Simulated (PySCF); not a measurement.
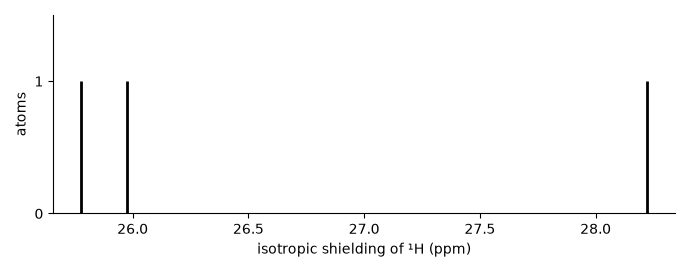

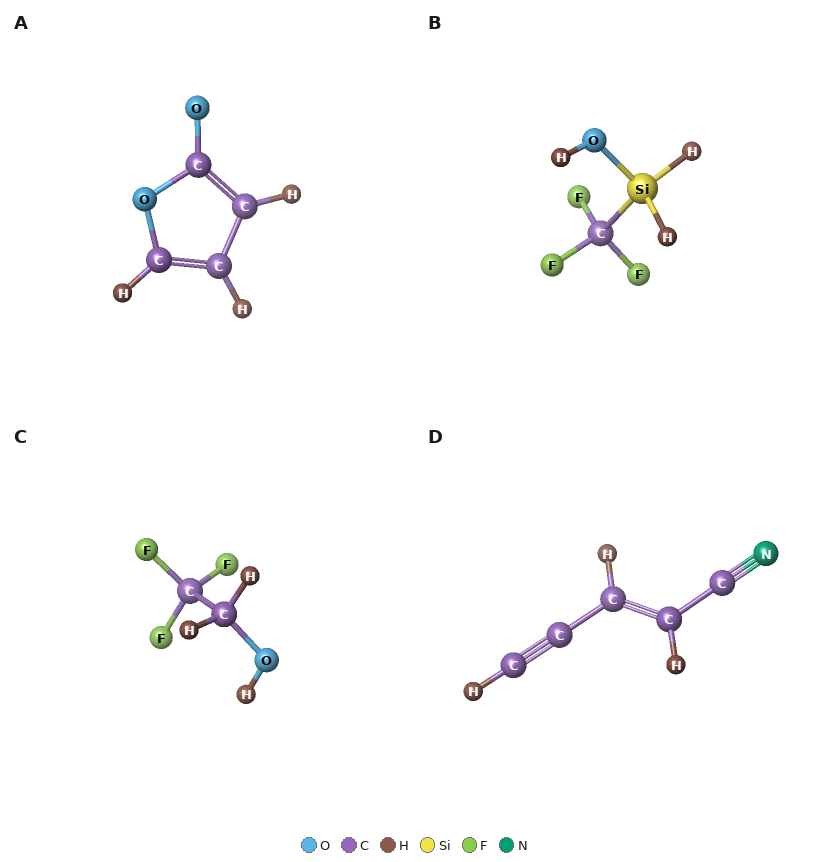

The sticks are computed shieldings of one of the molecules, for one fixed geometry (GFN2-xTB) without averaging over rotations. Low shielding means a high chemical shift. Method: GIAO PBE0/pcSseg-1 NMR shielding, non-relativistic, gas phase (PySCF 2.14.0).

Match the spectrum to a structure.

Answer. A, `[O-]c1ccco1`. Its 3 H atoms give lines at 25.78, 25.97, 28.22 ppm.
